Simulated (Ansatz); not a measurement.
# Nudged elastic band of CH$_{5}$BS

System: CH$_{5}$BS.
Method: RKS PBE/6-31G (Ansatz 0.2.0).

It belongs to a series of runs on one base structure; here: band between the two ends.

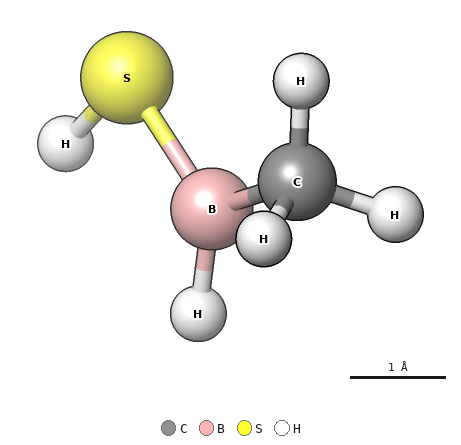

*The structure as given in the input (ball-and-stick view, seen at a tilt).*

## Summary

| quantity | value |
| --- | --- |
| outcome | converged |
| barrier, forward | 0.044 eV |
| barrier, backward | 0.044 eV |
| hardware | 1 thread of Arm Neoverse V2, 24 GiB of memory available, shared host |
| wall time | 37 s |
| peak memory | 0.089 GiB |

## Notes

The order of the saddle point was not checked.

## The input
```yaml
crystal:
  periodic: [false, false, false]
  atoms:
    - { symbol: C, position_ang: [-0.63545, 0.86827, -0.272554] }
    - { symbol: B, position_ang: [0.338988, -0.35032, -0.17145] }
    - { symbol: S, position_ang: [0.580342, -1.190465, 1.444235] }
    - { symbol: H, position_ang: [-1.414457, 0.65936, -1.032766] }
    - { symbol: H, position_ang: [-0.084947, 1.752556, -0.651548] }
    - { symbol: H, position_ang: [-1.135344, 1.148288, 0.669488] }
    - { symbol: H, position_ang: [0.951881, -0.774449, -1.1154] }
    - { symbol: H, position_ang: [1.491186, -2.170341, 1.074295] }
basis:
  gaussian: { orbitals: "6-31G" }
hamiltonian:
  xc: pbe
neb:
  order_check: false
  images: 7
  f_tol: 0.05
  max_iterations: 60
  initial_path: idpp
  final_atoms:
    - { symbol: C, position_ang: [-0.58232337, 0.90054085, -0.28910431] }
    - { symbol: B, position_ang: [0.10382318, -0.49153645, -0.09873755] }
    - { symbol: S, position_ang: [1.38967937, -0.7041957, 1.19690136] }
    - { symbol: H, position_ang: [-0.44106016, 1.24555546, -1.33289781] }
    - { symbol: H, position_ang: [-0.23021869, 1.69379, 0.39100813] }
    - { symbol: H, position_ang: [-1.67833759, 0.7926321, -0.16165006] }
    - { symbol: H, position_ang: [-0.17262778, -1.45063579, -0.77065829] }
    - { symbol: H, position_ang: [1.70326403, -2.04325147, 1.00943852] }
```

Launch command:
```bash
ansatz run input.yaml --threads 1 --pin off --max-ram 2048MiB --backend cpu --events-out ev --progress --plain --runs-dir out
```

## What the program printed
```
Engine: ansatz 0.2.0, aarch64-unknown-linux-gnu
Functional definition: PBE
  parameter kappa = 0.804
  parameter beta = 0.06672455060314922
  exchange = pbe_x(kappa = kappa, mu = beta*pi^2/3)
  correlation = pbe_c(beta = beta)
591 factors; integrals over basis functions are off by at most 2.0e-4 eV
mean field evaluation 1: about -12616.6539 eV, gradient 4.5e1 eV
mean field evaluation 2: about -12610.8325 eV, gradient 6.1e1 eV
mean field evaluation 4: about -12621.7900 eV, gradient 4.2e0 eV
mean field evaluation 8: about -12621.8454 eV, gradient 8.6e-3 eV
mean field -12621.84542762 eV, -463.8442640710 hartree, gradient 1.4e-5 eV, S^2 0.000000; 0 other end points of the search recorded, 0 dependent functions left out
the calculation of the forces begins
reference -12621.84545323 eV, -463.8442650120 hartree; 16, 16 occupied and 25, 25 virtual orbitals, 591 factors
591 factors; integrals over basis functions are off by at most 2.1e-4 eV
mean field evaluation 16: about -12610.8490 eV, gradient 6.1e1 eV
mean field -12621.84540369 eV, -463.8442631916 hartree, gradient 1.5e-5 eV, S^2 0.000000; 0 other end points of the search recorded, 0 dependent functions left out
[... from here on the field's lines of each further geometry are left out, up to the last ...]
NEB iter   1: max|band force component| = 7.531e-1 eV/Å  barrier→ = 0.1013 eV  barrier← = 0.1013 eV  Δτ_max = 0.0764 Å  (198 SCF iters)
NEB iter   2: max|band force component| = 2.701e-1 eV/Å  barrier→ = 0.0506 eV  barrier← = 0.0506 eV  CI = image 4  Δτ_max = 0.0369 Å  (153 SCF iters)
NEB iter   3: max|band force component| = 1.050e-1 eV/Å  barrier→ = 0.0448 eV  barrier← = 0.0447 eV  CI = image 4  Δτ_max = 0.0146 Å  (153 SCF iters)
the calculation of the forces begins
reference -12621.83982509 eV, -463.8440581817 hartree; 16, 16 occupied and 25, 25 virtual orbitals, 591 factors
591 factors; integrals over basis functions are off by at most 2.2e-4 eV
mean field -12621.80112097 eV, -463.8426358316 hartree, gradient 1.1e-5 eV, S^2 0.000000; 1 other end points of the search recorded, 0 dependent functions left out
the calculation of the forces begins
reference -12621.80114623 eV, -463.8426367600 hartree; 16, 16 occupied and 25, 25 virtual orbitals, 591 factors
NEB iter   4: max|band force component| = 4.584e-2 eV/Å  barrier→ = 0.0443 eV  barrier← = 0.0443 eV  CI = image 4  Δτ_max = 0.0000 Å  (308 SCF iters)
```

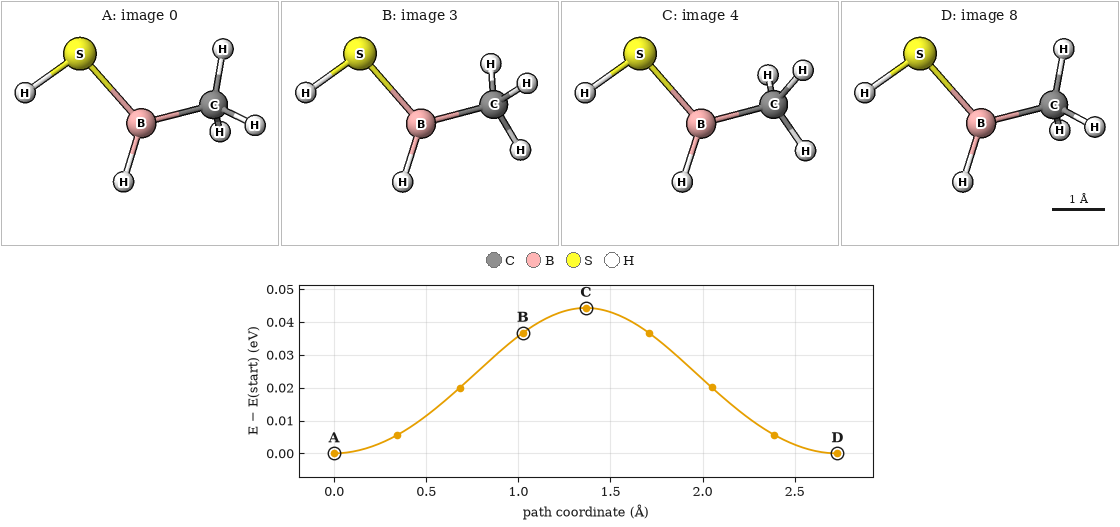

*Images of the last band (counted from 0; ball-and-stick, seen at a tilt) above the energy along the path; the line is a cubic interpolation that uses the forces.*

The highest image is number 4, 0.044 eV above the start and 0.044 eV above the end (the climbing image); start and end have the same energy. The path is 2.73 Å long. The band converged in 4 iterations.

```
Total energy: -12621.80114623 eV, -463.8426367600 hartree
Atom 0 at    -0.759803     0.768129    -0.275728 Å, force     0.014375    -0.002720     0.017496 eV/Å
Atom 1 at     0.234539    -0.442016    -0.180119 Å, force    -0.022590     0.007468    -0.021490 eV/Å
Atom 2 at     1.313882    -0.595777     1.302910 Å, force     0.007851    -0.001372     0.009539 eV/Å
Atom 3 at    -1.350360     0.751949    -1.205608 Å, force    -0.003387     0.001533    -0.003383 eV/Å
Atom 4 at    -0.220720     1.734461    -0.227714 Å, force    -0.000291    -0.000355    -0.005301 eV/Å
Atom 5 at    -1.464355     0.776416     0.578822 Å, force    -0.002780    -0.002832    -0.003604 eV/Å
Atom 6 at     0.342343    -1.292242    -1.023593 Å, force     0.007646    -0.001200     0.008718 eV/Å
Atom 7 at     1.996674    -1.758021     0.975331 Å, force    -0.000823    -0.000522    -0.001977 eV/Å
Dipole moment:    -0.050762    -0.068145    -0.159377 e Å
this run last wrote the band of iteration 4 to [file]
```

## The last band as extended XYZ (Å, eV, eV/Å)
```
8
Properties=species:S:1:pos:R:3:forces:R:3 image=0 energy=-12621.84543
C    -0.6354    0.8683   -0.2726   -0.0028   0.0038  -0.0014
B     0.3390   -0.3503   -0.1714    0.0010  -0.0014   0.0030
S     0.5803   -1.1905    1.4442    0.0004  -0.0010  -0.0006
H    -1.4145    0.6594   -1.0328    0.0004  -0.0005   0.0004
H    -0.0849    1.7526   -0.6515   -0.0001  -0.0004  -0.0002
H    -1.1353    1.1483    0.6695    0.0012  -0.0009  -0.0004
H     0.9519   -0.7744   -1.1154    0.0004   0.0000  -0.0010
H     1.4912   -2.1703    1.0743   -0.0004   0.0004   0.0002
8
Properties=species:S:1:pos:R:3:forces:R:3 image=1 energy=-12621.83986
C    -0.6812    0.8328   -0.2777    0.0053  -0.0216   0.0132
B     0.2969   -0.3849   -0.1843    0.0369   0.0349   0.0066
S     0.7567   -1.0530    1.4654   -0.0234  -0.0051  -0.0072
H    -1.4095    0.6911   -1.0974   -0.0163  -0.0051   0.0086
H    -0.0943    1.7346   -0.5514    0.0005  -0.0040  -0.0149
H    -1.2267    1.0621    0.6530   -0.0010   0.0087  -0.0013
H     0.8019   -0.8930   -1.1504    0.0023  -0.0054   0.0035
H     1.6484   -2.0469    1.0870   -0.0043  -0.0023  -0.0086
8
Properties=species:S:1:pos:R:3:forces:R:3 image=2 energy=-12621.82537
C    -0.7172    0.8030   -0.2815   -0.0022  -0.0226   0.0301
B     0.2658   -0.4131   -0.1885    0.0395   0.0485  -0.0142
S     0.9395   -0.8999    1.4524   -0.0293  -0.0162   0.0053
H    -1.3965    0.7154   -1.1468   -0.0205  -0.0094   0.0113
H    -0.1205    1.7256   -0.4453    0.0030  -0.0120  -0.0261
H    -1.3137    0.9721    0.6320    0.0063   0.0134  -0.0041
H     0.6493   -1.0292   -1.1473    0.0077   0.0016   0.0047
H     1.7855   -1.9309    1.0694   -0.0046  -0.0033  -0.0069
8
Properties=species:S:1:pos:R:3:forces:R:3 image=3 energy=-12621.80871
C    -0.7422    0.7822   -0.2815    0.0018  -0.0173   0.0257
B     0.2477   -0.4306   -0.1862    0.0018   0.0289  -0.0267
S     1.1279   -0.7434    1.3993   -0.0123  -0.0146   0.0157
H    -1.3754    0.7330   -1.1823   -0.0159  -0.0070   0.0061
H    -0.1656    1.7285   -0.3371    0.0050  -0.0050  -0.0220
H    -1.3936    0.8763    0.6068    0.0066   0.0106   0.0001
H     0.4946   -1.1672   -1.1040    0.0153   0.0061   0.0039
H     1.8987   -1.8359    1.0293   -0.0023  -0.0018  -0.0027
8
Properties=species:S:1:pos:R:3:forces:R:3 image=4 energy=-12621.80112
C    -0.7598    0.7681   -0.2757    0.0144  -0.0027   0.0175
B     0.2345   -0.4420   -0.1801   -0.0226   0.0075  -0.0215
S     1.3139   -0.5958    1.3029    0.0079  -0.0014   0.0095
H    -1.3504    0.7519   -1.2056   -0.0034   0.0015  -0.0034
H    -0.2207    1.7345   -0.2277   -0.0003  -0.0004  -0.0053
H    -1.4644    0.7764    0.5788   -0.0028  -0.0028  -0.0036
H     0.3423   -1.2922   -1.0236    0.0076  -0.0012   0.0087
H     1.9967   -1.7580    0.9753   -0.0008  -0.0005  -0.0020
8
Properties=species:S:1:pos:R:3:forces:R:3 image=5 energy=-12621.80866
C    -0.7742    0.7575   -0.2609    0.0308   0.0052   0.0073
B     0.2219   -0.4504   -0.1695   -0.0414  -0.0050   0.0027
S     1.4875   -0.4663    1.1663    0.0213   0.0119  -0.0067
H    -1.3211    0.7748   -1.2176    0.0090   0.0122  -0.0102
H    -0.2786    1.7352   -0.1165   -0.0082  -0.0003   0.0094
H    -1.5299    0.6776    0.5476   -0.0099  -0.0171  -0.0124
H     0.1961   -1.3973   -0.9103   -0.0011  -0.0067   0.0141
H     2.0905   -1.6882    0.9053   -0.0005  -0.0004  -0.0042
8
Properties=species:S:1:pos:R:3:forces:R:3 image=6 energy=-12621.82529
C    -0.7900    0.7468   -0.2347    0.0376   0.0082   0.0057
B     0.2071   -0.4583   -0.1506   -0.0460  -0.0189   0.0437
S     1.6401   -0.3600    0.9985    0.0147   0.0192  -0.0248
H    -1.2850    0.8012   -1.2194    0.0144   0.0172  -0.0114
H    -0.3351    1.7258   -0.0031   -0.0132  -0.0012   0.0080
H    -1.5969    0.5882    0.5121   -0.0073  -0.0203  -0.0197
H     0.0638   -1.4804   -0.7677    0.0023  -0.0030   0.0075
H     2.1882   -1.6205    0.8091   -0.0024  -0.0013  -0.0091
8
Properties=species:S:1:pos:R:3:forces:R:3 image=7 energy=-12621.83980
C    -0.8101    0.7334   -0.1946    0.0259  -0.0062   0.0014
B     0.1884   -0.4685   -0.1141   -0.0203  -0.0106   0.0463
S     1.7645   -0.2764    0.8126   -0.0027   0.0127  -0.0227
H    -1.2349    0.8256   -1.2112    0.0094   0.0145  -0.0082
H    -0.3899    1.7066    0.1097   -0.0077   0.0042   0.0027
H    -1.6720    0.5192    0.4717   -0.0068  -0.0093  -0.0104
H    -0.0412   -1.5427   -0.6038    0.0064  -0.0031   0.0003
H     2.2875   -1.5544    0.6739   -0.0043  -0.0020  -0.0093
8
Properties=species:S:1:pos:R:3:forces:R:3 image=8 energy=-12621.84540
C    -0.8417    0.7076   -0.1388   -0.0062  -0.0032   0.0070
B     0.1753   -0.4778   -0.0641    0.0099  -0.0072  -0.0035
S     1.8606   -0.1914    0.6106   -0.0140  -0.0014  -0.0056
H    -1.1835    0.8394   -1.1849    0.0041   0.0015   0.0023
H    -0.4617    1.6753    0.2284   -0.0015  -0.0013  -0.0029
H    -1.7530    0.4492    0.4372    0.0039   0.0036  -0.0023
H    -0.0943   -1.5908   -0.4330    0.0045   0.0083   0.0047
H     2.3905   -1.4685    0.4888   -0.0007  -0.0002   0.0003
```
